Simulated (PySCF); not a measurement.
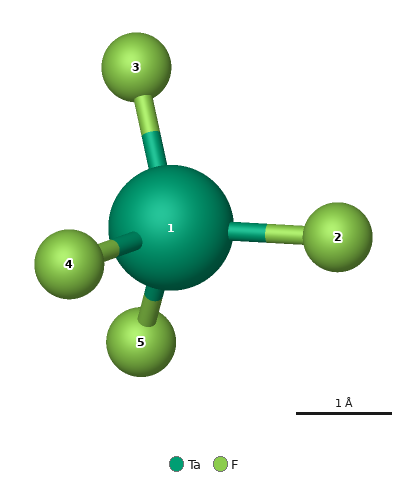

**Figure 1.** The input geometry (ball-and-stick view, seen at a tilt; atoms are numbered from 1 in the order of the input). Sticks mark near contacts. Bond lengths as drawn: F–Ta 1.83 Å.

# Single-point calculation of TaF₄ (charge +1)

TaF₄, charge +1, computed with RKS BP86, Ta def2-SVP with ECP60, F def2-SVP; non-relativistic Hamiltonian with a scalar-relativistic core potential; density fitting (PySCF 2.14.0).

It belongs to a series of runs on one base structure; here: guess = smeared.

Input file
```python
mol = gto.M(atom='''
Ta     0.00000    -0.00000    -0.00000
F      1.05544     1.05544     1.05544
F     -1.05544    -1.05544     1.05544
F      1.05544    -1.05544    -1.05544
F     -1.05544     1.05544    -1.05544''',
    basis={'Ta': 'def2-SVP', 'F': 'def2-SVP'},
    ecp={'Ta': 'def2-SVP'},
    charge=1, spin=0)
mf = dft.RKS(mol, xc='B88,P86')
mf.grids.atom_grid = (50, 194)  # f atoms: at least (60, 302), unpruned
mf = mf.density_fit()  # Ta def2-universal-JKFIT, F def2-universal-JKFIT
mf.conv_tol = 1e-08; mf.max_cycle = 55
mf.kernel(dm0)
```

The script is an equivalent of the set-up of the self-consistent field. The run itself was carried out by a driver, which started from the orbitals of the step before it where there was one and computed the further properties.

Run on 2 threads of Arm Neoverse V1, 24 GiB of memory available, shared host.

Launched with:
```bash
OMP_NUM_THREADS=2 python <driver script>
```

Output
```
init E= -456.120147511873
  HOMO = -0.646328264903557  LUMO = -0.380433943014328  gap/eV = 7.23535
cycle= 1 E= -456.145920476801  delta_E= -0.0258  |g|= 0.0431  |ddm|= 0.0689
  HOMO = -0.642754950100115  LUMO = -0.389332003929358  gap/eV = 6.89599
cycle= 2 E= -456.142479930381  delta_E= 0.00344  |g|= 0.142  |ddm|= 0.131
  HOMO = -0.646508465550221  LUMO = -0.384566173592749  gap/eV = 7.12781
cycle= 3 E= -456.146312076033  delta_E= -0.00383  |g|= 0.00501  |ddm|= 0.0925
  HOMO = -0.646000228618924  LUMO = -0.383576122301064  gap/eV = 7.14092
cycle= 4 E= -456.146318601068  delta_E= -6.53e-06  |g|= 0.000398  |ddm|= 0.00579
  HOMO = -0.6460243690558  LUMO = -0.383580128734654  gap/eV = 7.14147
cycle= 5 E= -456.146318626481  delta_E= -2.54e-08  |g|= 5.78e-05  |ddm|= 0.000211
  HOMO = -0.646026442686648  LUMO = -0.383578918005659  gap/eV = 7.14156
cycle= 6 E= -456.146318627093  delta_E= -6.12e-10  |g|= 3.2e-06  |ddm|= 3.49e-05
  HOMO = -0.646026741192742  LUMO = -0.38357833002632  gap/eV = 7.14159
Extra cycle  E= -456.146318627074  delta_E= 1.92e-11  |g|= 1.03e-05  |ddm|= 9.31e-06
converged SCF energy = -456.146318627074
```

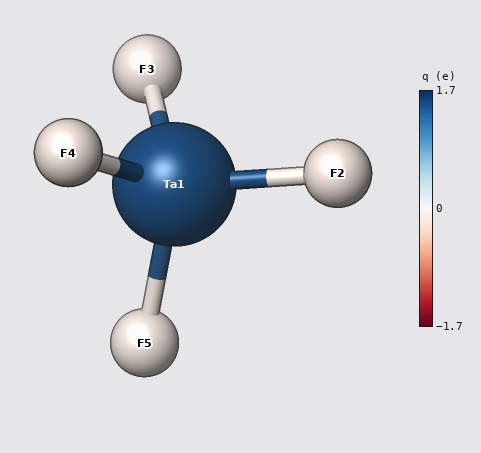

**Figure 2.** Mulliken charges, as the colour of each atom (ball-and-stick view, seen at a tilt; atoms are numbered from 1 in the order of the input; Mulliken charges depend strongly on the basis). By element: Ta +1.57 and F −0.14 e.

Summary

- outcome: converged
- total energy: −456.146319 hartree
- HOMO: −17.58 eV
- LUMO: −10.44 eV
- largest force (length of the vector): 0.001 eV/Å
- wall time: 2.5 s (CPU time 4.9 s)
- peak memory: 1.7 GiB

Settings chosen away from the usual ones: guess = smeared.
